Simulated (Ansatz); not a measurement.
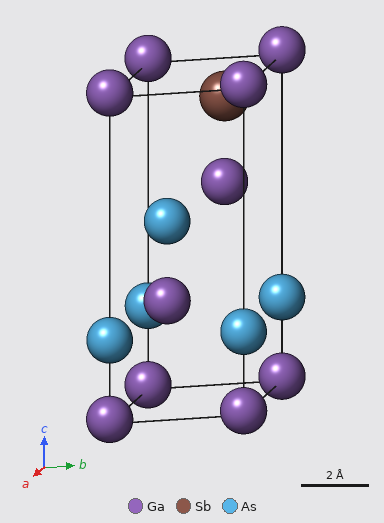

The image is a spheres-only drawing of a crystal, viewed slightly off an axis. The wireframe shows the simulation cell.

```yaml
crystal:
  lattice:
    - [4.17765, 0.00000, 0.00000]
    - [-2.08882, 3.61795, 0.00000]
    - [0.00000, 0.00000, 10.23895]
  atoms:
    - { symbol: Ga, position: [0.00000, 0.00000, 0.01371] }
    - { symbol: Ga, position: [0.66667, 0.33333, 0.33304] }
    - { symbol: Ga, position: [0.33333, 0.66667, 0.65413] }
    - { symbol: Sb, position: [0.33333, 0.66667, 0.91622] }
    - { symbol: As, position: [0.00000, 0.00000, 0.25609] }
    - { symbol: As, position: [0.66667, 0.33333, 0.57681] }
```

Method used: DFT r2SCAN, scalar-relativistic, plane waves, PAW (Ansatz 0.2.0). It ran with 500 eV cutoff, a 12×12×4 grid in reciprocal space, Gaussian smearing of 0.1 eV, no spin polarisation.

How are the electrons shared out in a Bader analysis?

Ga +0.46 to +0.74 e; Sb -0.39 e; As -0.73 e.

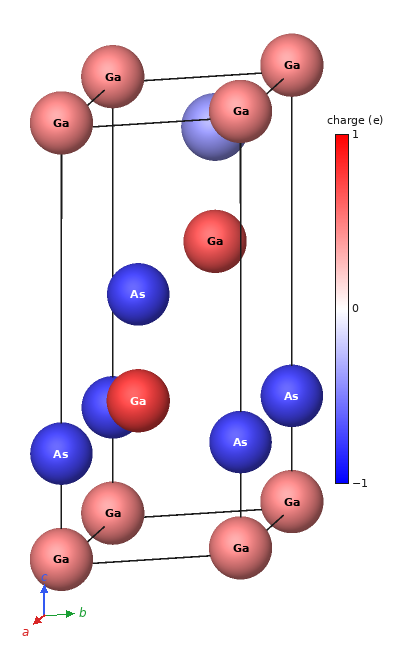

The atoms coloured by those charges.

Its origin is a structure type filled with these elements by a generator (whether the compound takes this form wasn't checked). Earlier steps of the study may have refined or changed the cell and positions. A calculation with Ansatz used it as input.
